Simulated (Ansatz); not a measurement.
# Si2Mo: strong compression, part 2 of 2

Aim: compress Si2Mo step by step, far beyond the usual range, and follow pressure and electronic structure. The runs shown use LAPW and crystal datasets. Companion runs by PAW are cited. Its runs: the reference run (LAPW); volume scaled by 1 (crystal datasets); volume scaled by 0.8 (LAPW); volume scaled by 0.5 (LAPW); volume scaled by 0.4 (LAPW and crystal datasets).

Ansatz 0.2.0; DFT PBE; a cell built from a prototype. «Crystal datasets» are all-electron PAW datasets made for this crystal. Earlier steps stand in the parts before.

## 6. Volume scaled by 0.4, LAPW

File input.yaml:

```yaml
crystal:
  lattice:
    - [-1.121135717, 1.121135717, 3.1923138136]
    - [1.121135717, -1.121135717, 3.1923138136]
    - [1.121135717, 1.121135717, -3.1923138136]
  atoms:
    - { symbol: Si, position: [0.6740608861, 0.6740608861, 0.0] }
    - { symbol: Si, position: [0.3259391139, 0.3259391139, 0.0] }
    - { symbol: Mo, position: [0.0, 0.0, 0.0] }
kpoints:
  mp_grid: { grid: [16, 16, 16] }
  band_path:
    path:
      - [0.0, 0.0, 0.0]
      - [0.0, 0.0, 0.5]
      - [0.25, 0.25, 0.25]
      - [0.0, 0.5, 0.0]
      - [0.0, 0.0, 0.0]
      - [0.5, 0.5, -0.5]
      - [0.2808350908, 0.7191649092, -0.2808350908]
      - [-0.2808350908, 0.2808350908, 0.2808350908]
      - [0.0, 0.0, 0.0]
    npoints: 6
scf:
  occupations: { method: fermi_dirac, width: 0.05 }
hamiltonian:
  xc: pbe
  pseudopotentials: { kind: all_electron, lapw: { basis_error: 0.001 } }
output:
  forces: true
  stress: true
  eigenvalues: true
  populations: true
```

The run is started by

```console
> ansatz run input.yaml --threads 1 --pin off --max-ram 3072MiB --backend cpu --events-out ev --progress --plain --runs-dir out
```

The log of the run:

```text
Si: projections on atomic orbitals take those of the free atom 1s2 2s2 2p6 3s2 3p2, of charge +0.00 (hamiltonian.pseudopotentials.projection_atoms)
Mo: projections on atomic orbitals take those of the free atom 1s2 2s2 2p6 3s2 3p6 3d10 4s2 4p6 4d5 5s1, of charge +0.00 (hamiltonian.pseudopotentials.projection_atoms)
LAPW: plane waves up to 10.805 Å⁻¹, error target 1.0e-3 eV per atom; small_component_spin mean_spin; Si in spheres of 0.913 Å, 12 of its electrons in bands, Dirac shells []; Mo in spheres of 1.024 Å, 32 of its electrons in bands, Dirac shells []
Engine: ansatz 0.2.0
Pseudopotentials: kind: all_electron
Pseudopotential: Si, LAPW, valence charge 12, Koelling and Harmon's equation, gaussian nucleus
Pseudopotential: Mo, LAPW, valence charge 32, Koelling and Harmon's equation, gaussian nucleus
Functional definition: PBE
  parameter kappa = 0.804
  parameter beta = 0.06672455060314922
  exchange = pbe_x(kappa = kappa, mu = beta*pi^2/3)
  correlation = pbe_c(beta = beta)
Crystal: 3 atoms, lattice volume = 16.050 Å³
Basis set: ecut = 444.81480217654814 eV, 335 PW (Γ), FFT grids on a1+a3, a2+a3, a3, exchange–correlation at level 2
Bands: 34, of which v1, the nominal top of the filled ones, is band 28 counted from 1 (27 counted from 0)
Symmetry: 16 space group operations
Space group: I4/mmm (ITA 139), of the structure as read, at distance tolerance 2.5e-5 Å
k-points: 349 of 4096
Non-local potential: Si, projectors of the file, none
Non-local potential: Mo, projectors of the file, none
Initial density: superposition of atomic densities (chi_scale 0.1, normalization cell, long waves kept (reshape's long-wave potential 0.00 eV rms))
Initial wavefunctions: plane waves of lowest kinetic energy (no species holds an atomic orbital)
Functional: x = pbe(κ = 0.804, μ = 0.2195149727645171), c = pbe(β = 0.06672455060314922)
iter 1 solved again at ethr=1.62e-3 eV; its pass at ethr=1.00e-1 eV (dr2=9.06e-1 eV) is discarded
SCF iter   1: F=—  HF=-125920.584478 eV  |F-HF|=—  |Δ(HF+E_count)|=         —  Δρ=7.09e-2  dr2=9.07e-1  ethr=1.62e-3  ⟨swp⟩=2.0  Hψ=82144  notcnv=0
preconditioner: auto → Kerker (q_TF=auto, 3.360 Å⁻¹)  [metal: Δε(μ)=0.019 eV  Ē_g=25.434 eV  σ=0.050 eV  W_gap=0.10  n_scr=10 (ndim 8)  ℏωp=41.5 eV  f_vac=0.000  D(μ)=0.68/eV (n_scr^D=2)]
SCF iter   2: F=—  HF=-125920.261485 eV  |F-HF|=—  |Δ(HF+E_count)|=   3.23e-1  Δρ=3.78e-2  dr2=2.72e-1  ethr=1.62e-3  ⟨swp⟩=2.0  Hψ=35233  notcnv=0
SCF iter   3: F=—  HF=-125920.181623 eV  |F-HF|=—  |Δ(HF+E_count)|=   7.99e-2  Δρ=1.55e-2  dr2=6.08e-2  ethr=4.85e-4  ⟨swp⟩=2.1  Hψ=35252  notcnv=0
iter 4 solved again at ethr=1.33e-6 eV; its pass at ethr=1.09e-4 eV (dr2=7.47e-4 eV) is discarded
SCF iter   4: F=—  HF=-125920.167091 eV  |F-HF|=—  |Δ(HF+E_count)|=         —  Δρ=2.47e-3  dr2=7.44e-4  ethr=1.33e-6  ⟨swp⟩=2.3  Hψ=59610  notcnv=0
the basis was enlarged: its passes take 220.0 KiB over the memory plan, 1 of 1 planned eigensolver slots
SCF iter   5: F=—  HF=-125920.166443 eV  |F-HF|=—  |Δ(HF+E_count)|=   6.48e-4  Δρ=6.68e-4  dr2=2.28e-5  ethr=1.33e-6  ⟨swp⟩=3.0  Hψ=34606  notcnv=0
SCF iter   6: F=—  HF=-125920.166431 eV  |F-HF|=—  |Δ(HF+E_count)|=   1.14e-5  Δρ=2.61e-4  dr2=4.62e-6  ethr=4.07e-8  ⟨swp⟩=2.0  Hψ=33192  notcnv=0
SCF iter   7: F=—  HF=-125920.166431 eV  |F-HF|=—  |Δ(HF+E_count)|=   4.28e-8  Δρ=8.44e-5  dr2=1.39e-6  ethr=8.25e-9  ⟨swp⟩=2.0  Hψ=33196  notcnv=0
SCF iter   8: F=-125920.166431 eV  HF=-125920.166431 eV  |F-HF|=1.26e-7  |Δ(HF+E_count)|=   4.12e-7  Δρ=1.99e-5  dr2=6.53e-8  ethr=2.48e-9  ⟨swp⟩=2.0  Hψ=33190  notcnv=0
SCF 1 converged in 8 iterations: F = -125920.166431 eV  dr2 = 6.53e-8
NSCF: frozen V_eff on 49 k-points
SCF converged after 8 iterations
Free energy (F): -125920.166431 eV
Harris-Foulkes:  -125920.166431 eV  (|F-HF|=1.26e-7)
Internal energy: -125920.160162 eV  (E = F + TS)
E sigma→0 (E₀):  -125920.163296 eV
Entropy (-TS):   -0.006269 eV (-2.090 meV/atom)
Fermi energy:    46.907602 eV
--- Per-component energies (eV) ---
  E_band       = -4803.565706
  E_kinetic    = 130317.225064
  E_xc         = -4569.762808
  E_electrostatic = -251667.622417  (all electrons and nuclei)
  E_smearing   = -0.006269  (= −TS)
  E_closure    = 0.000000  (closes the sum)
  E_atoms      = -125940.636991  (free atoms, spherical and without spin; not in F)
  Σ components = -125920.166431   (vs F -125920.166431, Δ=0.00e0)
  Basis errors (estimates in eV, not in F): energy 3.1e-4 per atom: plane waves 2.8e-4 (1.5e-4 summed), levels above the bands 2.6e-97, relativity 4.8e-8, radial functions 3.1e-5, core shells 7.5e-12; eigenvalues (radial functions only) 3.4e-6; not estimated: angular momenta, meshes, grids; target (lapw.basis_error) 1.0e-3; muffin-tin radii Si 0.913 Å, Mo 1.024 Å
--- Forces (eV/Å), atoms counted from 1 ---
  atom   1  Si    -0.00000000     0.00000000     0.04052396
  atom   2  Si     0.00000000     0.00000000    -0.04052396
  atom   3  Mo     0.00000000     0.00000000    -0.00000000
  max |Σ_I F_I| component: 1.67e-16 eV/Å
--- Stress (GPa, compression-positive) ---
     1188.724202      -0.000000      -0.000000
       -0.000000    1188.724202       0.000000
       -0.000000       0.000000    1188.546960
  P = ⅓ Tr σ = 1188.6651 GPa (11886.651 kbar)
--- Band table (eV; the first three rows and the last of 349) ---
  k-point 0: bands = ["-423.3044", "-326.0217", "-326.0217", "-326.0070", "-167.8485", "-167.8385", "-167.8383", "-167.8247", "-167.8247", "-88.2922", "-88.1081", "-44.2660", "-44.2530", "-44.2530", "-44.0586", "-44.0058", "-44.0058", "-16.0326", "8.4990", "12.0817", "12.0817", "24.9127", "33.9981", "35.6650", "42.2142", "42.2142", "44.0753", "44.9919", "49.7390", "55.4351", "55.6536", "56.9636", "56.9636", "57.7099"]
  k-point 1: bands = ["-423.3044", "-326.0217", "-326.0217", "-326.0070", "-167.8485", "-167.8385", "-167.8382", "-167.8247", "-167.8247", "-88.2881", "-88.1107", "-44.2685", "-44.2573", "-44.2535", "-44.0518", "-44.0139", "-44.0065", "-15.9553", "8.5659", "11.8004", "11.8424", "25.1571", "34.5340", "36.1886", "40.2172", "41.1959", "45.7490", "46.3328", "48.4534", "55.2934", "55.5503", "56.6186", "57.5717", "57.7379"]
  k-point 2: bands = ["-423.3044", "-326.0217", "-326.0217", "-326.0070", "-167.8484", "-167.8386", "-167.8382", "-167.8247", "-167.8247", "-88.2762", "-88.1182", "-44.2764", "-44.2698", "-44.2522", "-44.0361", "-44.0352", "-44.0085", "-15.7331", "8.7560", "11.0721", "11.2026", "25.8505", "35.9589", "37.6673", "37.8562", "39.5346", "45.5935", "46.5179", "49.1930", "54.5466", "56.1399", "56.3796", "57.6611", "58.3625"]
  k-point 348: bands = ["-423.3044", "-326.0217", "-326.0217", "-326.0070", "-167.8485", "-167.8385", "-167.8383", "-167.8247", "-167.8247", "-88.2861", "-88.1142", "-44.2578", "-44.2578", "-44.2196", "-44.1104", "-44.0010", "-44.0010", "-15.9602", "7.7070", "12.0777", "12.0777", "29.5924", "33.4653", "34.6952", "37.5679", "44.4846", "44.4846", "49.3852", "49.3852", "50.1305", "50.1514", "52.8765", "53.6312", "60.3557"]
--- Löwdin populations: 3 sites ---
  site symbol       q [e]
     0     Si     13.2038
     1     Si     13.2038
     2     Mo     43.1114
  spilling = 0.006872 (of n_electrons = 70.000000)
```

Wall time 3.6 min (1 thread of Arm Neoverse N1, shared host); peak memory 1.3 GiB.

Result: pressure 1188.67 GPa; no gap; largest force 0.041 eV/Å.

Levels at the path's labelled points, in eV from the Fermi level:

| point | band 25 | band 26 | band 27 | band 28 | band 29 | band 30 | band 31 |
| --- | --- | --- | --- | --- | --- | --- | --- |
| Γ | -4.69 | -4.69 | -2.83 | -1.92 | 2.83 | 8.53 | 8.75 |
| X | -10.45 | -9.01 | -3.94 | 1.13 | 3.41 | 5.64 | 9.23 |
| P | -9.45 | -5.02 | -5.02 | -2.73 | 3.15 | 9.20 | 9.20 |
| N | -8.98 | -5.34 | -3.07 | -2.29 | 2.96 | 4.90 | 6.66 |
| Γ | -4.69 | -4.69 | -2.83 | -1.92 | 2.83 | 8.53 | 8.75 |
| M | -9.34 | -2.42 | -2.42 | 2.48 | 2.48 | 3.22 | 3.24 |
| S | -7.27 | -5.12 | -4.32 | -2.09 | -1.51 | 6.29 | 7.50 |
| S0 | -7.27 | -5.12 | -4.32 | -2.09 | -1.51 | 6.29 | 7.50 |
| Γ | -4.69 | -4.69 | -2.83 | -1.92 | 2.83 | 8.53 | 8.75 |

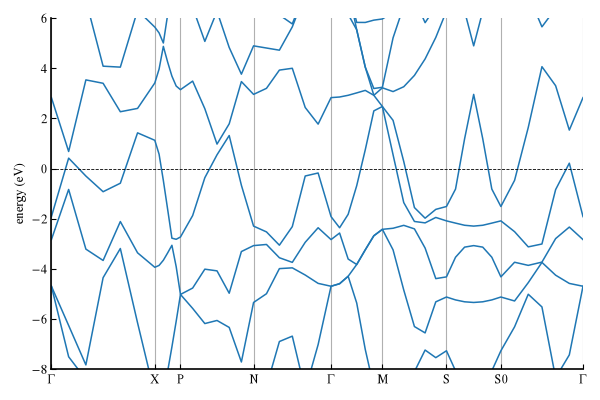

Bands along the path, counted from its Fermi level.

## 7. Volume scaled by 0.4, crystal datasets

File input.yaml:

```yaml
crystal:
  lattice:
    - [-1.121135717, 1.121135717, 3.1923138136]
    - [1.121135717, -1.121135717, 3.1923138136]
    - [1.121135717, 1.121135717, -3.1923138136]
  atoms:
    - { symbol: Si, position: [0.6740608861, 0.6740608861, 0.0] }
    - { symbol: Si, position: [0.3259391139, 0.3259391139, 0.0] }
    - { symbol: Mo, position: [0.0, 0.0, 0.0] }
kpoints:
  mp_grid: { grid: [16, 16, 16] }
scf:
  occupations: { method: fermi_dirac, width: 0.05 }
hamiltonian:
  xc: pbe
  pseudopotentials: { kind: all_electron, datasets: crystal }
output:
  forces: true
  stress: true
  eigenvalues: true
  efg: { contact_densities: true }
```

The run is started by

```console
> ansatz run input.yaml --threads 1 --pin off --max-ram 3072MiB --backend cpu --events-out ev --progress --plain --runs-dir out
```

The log of the run, cut to the lines that bear on the results:

```text
[...]
Mo: output.efg is read without spin–orbit coupling, which moves field gradients at and beside such atoms by some per cent and up to a factor of two; PAW files take it under magnetization.noncollinear and magnetization.spin_orbit
[...]
Pseudopotentials: kind: all_electron
Pseudopotential: Si, paw, valence charge 12, recommended cutoff 620 eV (normal), Koelling and Harmon's equation, gaussian nucleus
Pseudopotential: Mo, paw, valence charge 14, recommended cutoff 620 eV (normal), Koelling and Harmon's equation, gaussian nucleus
Functional definition: PBE
[...]
Crystal: 3 atoms, lattice volume = 16.050 Å³
Basis set: ecut = 620 eV, 593 PW (Γ), FFT grids on a1+a3, a2+a3, a3, exchange–correlation on 48×48×72 points (8 copies of the dense FFT grid, shifted against one another)
Bands: 15, of which v1, the nominal top of the filled ones, is band 11 counted from 1 (10 counted from 0)
[...]
     1188.735742      -0.000000      -0.000000
       -0.000000    1188.735742       0.000000
       -0.000000       0.000000    1188.555014
  P = ⅓ Tr σ = 1188.6755 GPa (11886.755 kbar)
  It holds what live shells' own plane waves past their cutoff add
--- PAW observables at the nuclei: V_zz in 10²¹ V/m², potentials from the cell's mean, atoms counted from 1 ---
  atom   1  Si V_zz =    -3.084496   η = 0.0000   by run symmetry: allowed
            electrostatic potential = -1398.215568 V   contact ρ = 12822.990977 e/Å³
  atom   2  Si V_zz =    -3.084496   η = 0.0000   by run symmetry: allowed
            electrostatic potential = -1398.215568 V   contact ρ = 12822.990977 e/Å³
  atom   3  Mo V_zz =   -15.170886   η = 0.0000   by run symmetry: allowed
            electrostatic potential = -6390.275519 V   contact ρ = 595356.877295 e/Å³
--- Band table (eV; the first three rows and the last of 349) ---
  k-point 0: bands = ["-16.0329", "8.4986", "12.0813", "12.0813", "24.9128", "33.9980", "35.6649", "42.2141", "42.2141", "44.0753", "44.9919", "49.7389", "55.4352"]
[...]
```

Wall time 91 s (1 thread of Arm Neoverse N1, shared host); peak memory 1.1 GiB.

Read from it: pressure 1188.68 GPa; no gap; largest force 0.040 eV/Å; Vzz Si1 -3.08 (η = 0.00), Mo3 -15.17 (η = 0.00) (10²¹ V/m²).

## 8. Side by side

The PAW rows are taken from companion runs at the same settings.

| method | volume over the first | volume (Å³/atom) | pressure (GPa) | largest force (eV/Å) | SCF cycles, by the record's count |
| --- | --- | --- | --- | --- | --- |
| LAPW | 1 | 13.375 | 3.22 | 0.004 | 10 |
| LAPW | 0.8 | 10.700 | 81.41 | 0.001 | 9 |
| LAPW | 0.5 | 6.688 | 611.59 | 0.019 | 8 |
| LAPW | 0.4 | 5.350 | 1188.67 | 0.041 | 8 |
| PAW | 1 | 13.375 | 3.19 | 0.003 | 6 |
| PAW | 0.8 | 10.700 | 81.46 | 0.002 | 6 |
| PAW | 0.5 | 6.688 | 612.14 | 0.001 | 7 |
| PAW | 0.4 | 5.350 | 1188.49 | 0.000 | 8 |
| crystal datasets | 1 | 13.375 | 3.22 | 0.004 | 9 |
| crystal datasets | 0.4 | 5.350 | 1188.68 | 0.040 | 9 |

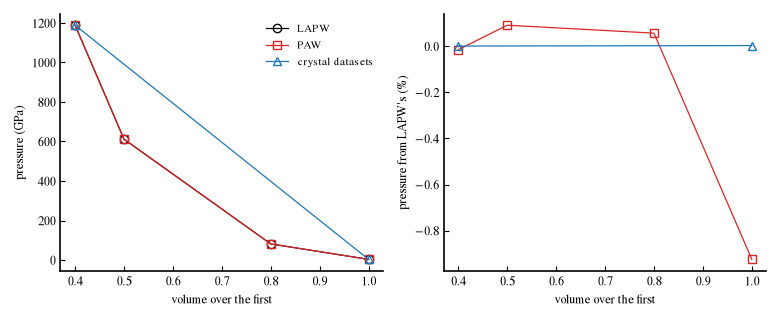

The series against volume.

## 9. Outcome

This closing draws on all 2 parts.

| quantity | value |
| --- | --- |
| LAPW pressure at 0.4 of the volume | 1188.7 GPa |
| PAW pressure at 0.4 of the volume | 1188.5 GPa |
| crystal datasets pressure at 0.4 of the volume | 1188.7 GPa |
| fitted bulk modulus at zero pressure (LAPW) | 222 GPa |
| its pressure derivative | 3.83 |

**Reading.** At 0.4 of the starting volume LAPW gives 1189 GPa. A third-order Birch-Murnaghan curve fits the range only roughly (B₀ = 222 GPa, B′ = 3.83, misfit at most 11.05 GPa). A fit over so wide a range leans to the high pressures, so B₀ can be off by several per cent. Where LAPW's pressure is over 3 GPa, PAW's departs from it by at most 1.0 %, at 1 of the volume. The ions are at rest, and the electrons smeared by 0.05 eV.

At pressures up to 1188 GPa the PAW spheres may overlap and frozen cores may not hold, so those PAW values are rough without an all-electron check.
